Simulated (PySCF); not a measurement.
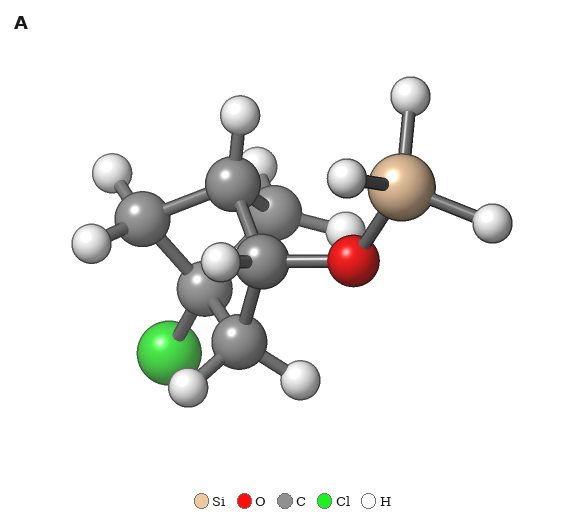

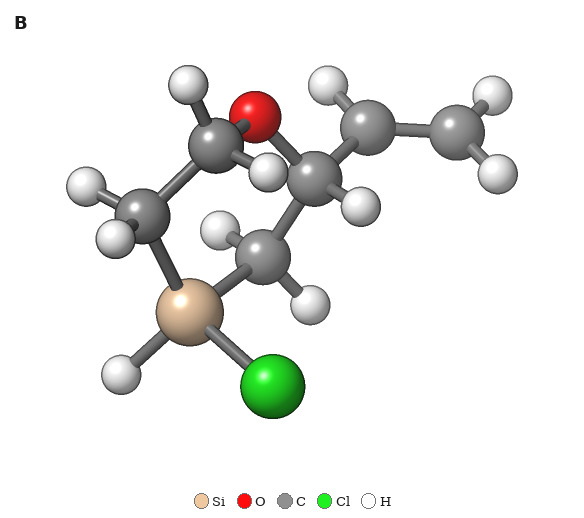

2 stationary structures of one formula. Geometries: PBE0-D3(BJ)/def2-SVP. Electronic energies: PBE0-D3(BJ)/def2-SVP (PySCF 2.14.0), without zero-point energy. No frequency run is at hand to confirm each as a minimum. Each is one conformer, not always the lowest.

How are they related?

Answer. They are constitutional isomers of C6H11ClOSi: A `[SiH3]O[C@@H]1C[C@]2(Cl)C[C@H]1C2`, B `C=C[C@@H]1C[Si@@H](Cl)CCO1`.

Rank them by energy, lowest first.

Answer. B is lowest; A lies 22.4 kcal/mol above it.

Give E(B) − E(A) in kcal/mol at these levels too: CAM-B3LYP/def2-SVPD; PBE0-D3(BJ)/def2-SVP; PBE0/pcSseg-1; PBE/pcSseg-1.

```
               level  E(B) − E(A) (kcal/mol)
 CAM-B3LYP/def2-SVPD                   −24.3
PBE0-D3(BJ)/def2-SVP                   −22.4
       PBE0/pcSseg-1                   −23.2
        PBE/pcSseg-1                   −24.6
```
